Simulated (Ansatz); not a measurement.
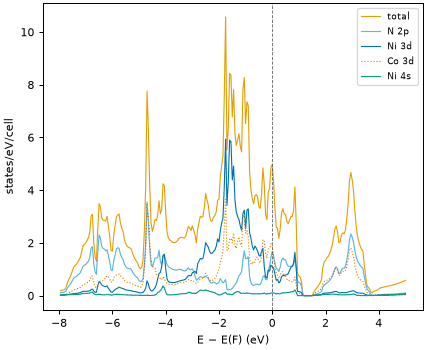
Figure. Total and projected density of states of CoNiN$_{2}$ in space group R-3m (No. 166; Co on 3b, Ni on 3a, N on 6c), plane-wave PAW PBEsol (Ansatz code)

Which orbitals carry the states next to the Fermi level?

Within 0.5 eV of the Fermi level: Co 3d 38 %, N 2p 29 %, Ni 3d 28 %. Projections are on Löwdin-orthogonalised atomic valence shells; empty p or d shells of many metals are not among them.

Where is the tallest occupied peak in this window, and what makes it?

Near -1.8 eV, about 11 states/eV per cell; the largest projected share is Ni 3d.

The start of the workflow was typed in or built on a structure type; neither database checked (COD, Materials Project) lists it. Its standing as an ambient phase is unchecked. Symmetry was held in the PBEsol relaxation; whether a distortion lowers the energy is not shown. The workflow began spin-polarised and lost its moments. Its formation energy is positive at this level, so the cell may be metastable or incomplete. The program gave a warning on the electronic state, which may not be the lowest.

Potentials: the later of the program's two PAW sets.
